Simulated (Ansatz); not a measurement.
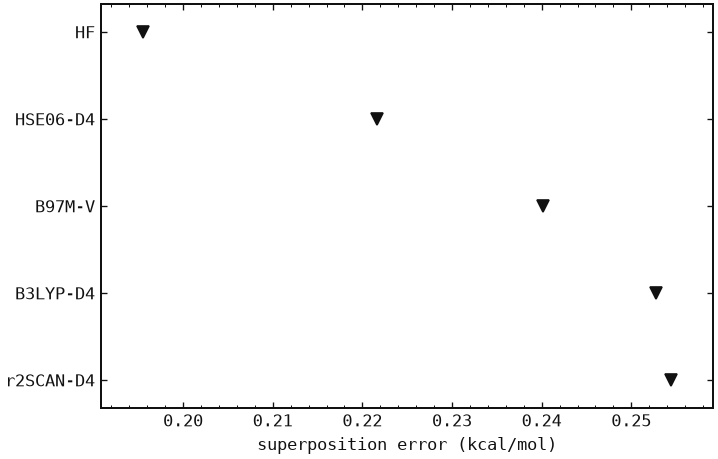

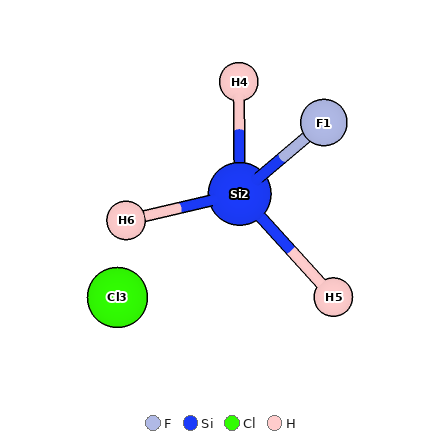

Basis-set superposition error of the pair F⁻ and ClH₃Si at one optimised PBE0-D4 geometry, drawn, with the closest contact F1···Si2 1.69 Å (H···H pairs aside; other arrangements can bind more strongly; the cost of deforming the partners isn't counted), def2-TZVPPD, the Ansatz code 0.2.0; cores frozen in correlated methods.

What range do the values span?

From 0.20 kcal/mol (HF) to 0.25 kcal/mol (r2SCAN-D4).

Give the values.

| level | kcal/mol |
| --- | --- |
| HF | 0.20 |
| HSE06-D4 | 0.22 |
| B97M-V | 0.24 |
| B3LYP-D4 | 0.25 |
| r2SCAN-D4 | 0.25 |
